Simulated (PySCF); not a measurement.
# Excited-state calculation of C$_{3}$H$_{10}$BFSi

- system: C$_{3}$H$_{10}$BFSi, SMILES CBCC[SiH2]F
- method: TDDFT CAM-B3LYP/def2-SVPD, vertical, gas phase, core orbitals frozen in the response (PySCF 2.14.0)

The geometry comes from this level: GFN2-xTB. It belongs to a series of runs on one base structure; here: Br replaced by F.

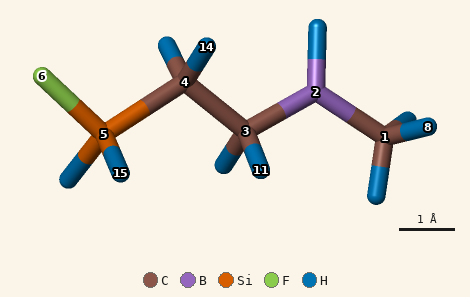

**Figure 1.** The structure as given in the input (stick view, seen at a tilt; atoms are numbered from 1 in the order of the input). Bond lengths as drawn: B–C 1.57 to 1.58 Å, B–H 1.17 Å, C–C 1.54 Å, C–H 1.09 to 1.10 Å, C–Si 1.89 Å, F–Si 1.62 Å and H–Si 1.46 Å.

### The input
```
{"job": {"kind": "uv", "xc": "CAM-B3LYP", "basis": "def2-SVPD", "nstates": 8, "ntriplets": 3}, "charge": 0, "multiplicity": 1}
C     -2.848623     0.305495     0.402065
B     -1.516404    -0.527278     0.372216
C     -0.134344     0.204172     0.172087
C      1.124855    -0.658880     0.342804
Si     2.735937     0.315635     0.143991
F      3.968957    -0.721569     0.254183
H     -3.622966    -0.139503    -0.220510
H     -3.250760     0.296192     1.415989
H     -2.735803     1.346785     0.110173
H     -1.565127    -1.690747     0.514884
H     -0.073663     1.064239     0.846649
H     -0.124932     0.644534    -0.831207
H      1.090972    -1.477488    -0.379933
H      1.097655    -1.128391     1.329224
H      2.960617     1.263240     1.228496
H      2.886028     0.912509    -1.177554
```

The first line tells a small driver script what to run in PySCF; the rest is the geometry in Å.

Launched with:
```bash
OMP_NUM_THREADS=1 python <driver script> task.json out
```

### The program's output
```
coarse grid: 13256 points
cycle   1  E = -534.0520214080  dE =  3.233e-01  |g| = 5.928e-01  |ddm| = 5.530e+00
cycle   2  E = -534.0396768356  dE =  1.234e-02  |g| = 7.181e-01  |ddm| = 1.372e+00
cycle   3  E = -534.1257104269  dE = -8.603e-02  |g| = 7.112e-02  |ddm| = 6.031e-01
cycle   4  E = -534.1265861036  dE = -8.757e-04  |g| = 2.857e-02  |ddm| = 1.257e-01
cycle   5  E = -534.1267880425  dE = -2.019e-04  |g| = 3.905e-03  |ddm| = 4.397e-02
cycle   6  E = -534.1267919543  dE = -3.912e-06  |g| = 1.161e-03  |ddm| = 8.572e-03
final grid: 122088 points
cycle   7  E = -534.2039470295  dE = -2.871e-05  |g| = 3.676e-03  |ddm| = 5.691e-02
cycle   8  E = -534.2039474994  dE = -4.699e-07  |g| = 3.539e-03  |ddm| = 1.043e-02
cycle   9  E = -534.2039505131  dE = -3.014e-06  |g| = 3.503e-04  |ddm| = 4.203e-03
cycle  10  E = -534.2039505301  dE = -1.698e-08  |g| = 1.820e-04  |ddm| = 5.298e-04
cycle  11  E = -534.2039505359  dE = -5.805e-09  |g| = 2.485e-05  |ddm| = 2.433e-04
cycle  12  E = -534.2039505361  dE = -1.626e-10  |g| = 7.495e-06  |ddm| = 5.055e-05
```

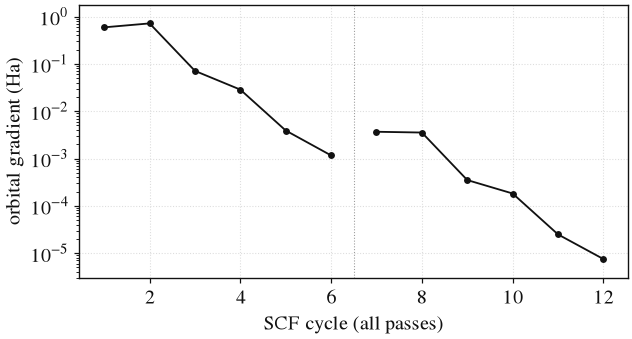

**Figure 2.** Convergence of the self-consistent field: orbital gradient against the SCF cycle. The dotted line marks the change from a coarse to the final integration grid. The first 6 cycles use a coarse grid, the final grid takes over at cycle 7, and the field converges after 12 cycles in all.

```
converged SCF energy = -534.2039505361

Static polarisability (au): isotropic 75.894, principal 64.766 70.920 91.996

Singlet excitations
state   eV       nm        f      main configurations
  1   5.7572    215.4   0.00109   H->L 0.86, H-3->L 0.09
  2   6.1873    200.4   0.00066   H-1->L 0.96
  3   7.3657    168.3   0.00008   H->L+2 0.62, H->L+1 0.26
  4   7.6666    161.7   0.00152   H->L+1 0.58, H->L+2 0.26
  5   8.0828    153.4   0.01182   H-3->L 0.80
  6   8.1741    151.7   0.03016   H-4->L 0.65, H-2->L 0.25
  7   8.2772    149.8   0.01268   H-2->L+2 0.79, H-2->L+1 0.09
  8   8.5009    145.8   0.06976   H->L+3 0.57, H-5->L 0.09, H->L+4 0.09

Triplet excitations (Tamm-Dancoff, eV): 5.2977 5.6088 7.0278
```

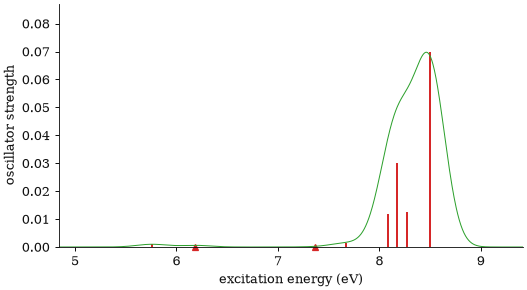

**Figure 3.** Computed excitations as sticks (degenerate states added up, dark ones marked on the axis), with a Gaussian envelope of 0.35 eV full width at half maximum, scaled to the tallest. Of the 8 states the lowest lies at 5.76 eV (f = 0.001); the strongest line is at 8.50 eV, or 146 nm (f = 0.070).

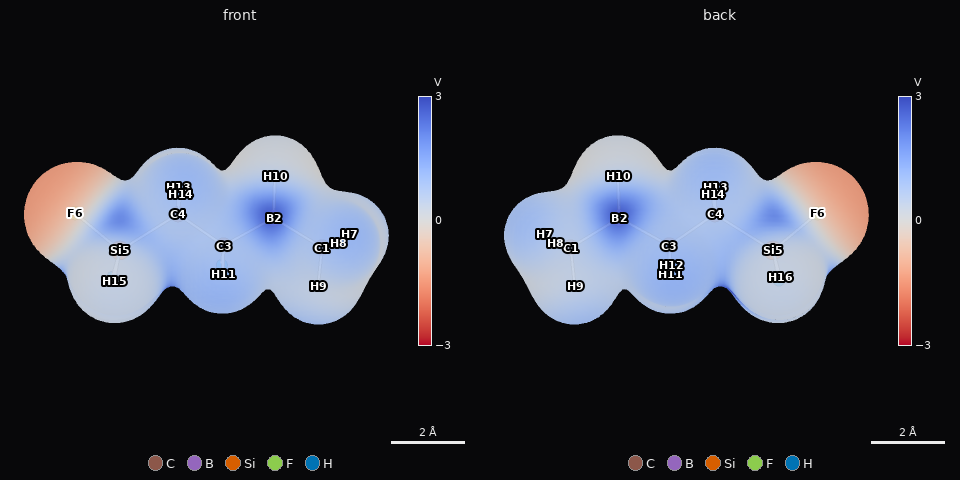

**Figure 4.** The molecular electrostatic potential painted on the density surface at 0.004 e/bohr³, seen face on and from behind; red is negative and blue positive. A positive charge is drawn to the negative regions and a negative charge to the positive ones.

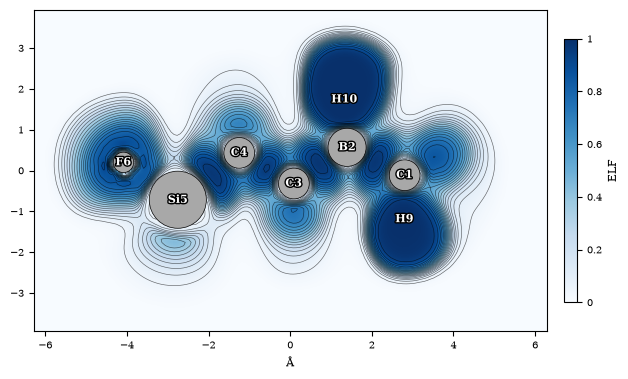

**Figure 5.** ELF on the plane of atoms C4, Si5 and F6. Grey discs, where drawn, cover atomic cores. The plane passes through C, B, Si, F and H nuclei. C–B (1.57 Å): the ELF peaks at about 1 between the atoms (a covalent bond). Si–F (1.62 Å): the ELF peaks at about 0.85 between the atoms. C–H (1.09 Å): the ELF climbs to about 1 towards the hydrogen, as it does in any bond to H; a covalent bond by its length.

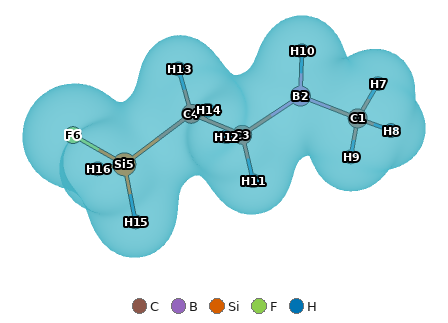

**Figure 6.** Isosurface of the total electron density at 0.1 e/Å³ (cyan), seen at a tilt. At this value the surface is in one piece. On the grid the lowest density along these lines, outside the cores, is 1.6 e/Å³ (C–C, 1.54 Å), 1.2 e/Å³ (C–B, 1.57 Å), 0.86 e/Å³ (Si–F, 1.62 Å) and 0.82 e/Å³ (C–Si, 1.89 Å).

### Results in brief

- outcome: converged
- total energy: −534.203951 hartree
- HOMO: −9.54 eV
- LUMO: 0.05 eV
- dipole moment: 2.49 D
- mean polarisability: 75.89 a.u.
- lowest singlet excitation: 5.76 eV
- hardware: 1 CPU thread, shared host
- wall time: 70 s
- peak memory: 0.94 GiB
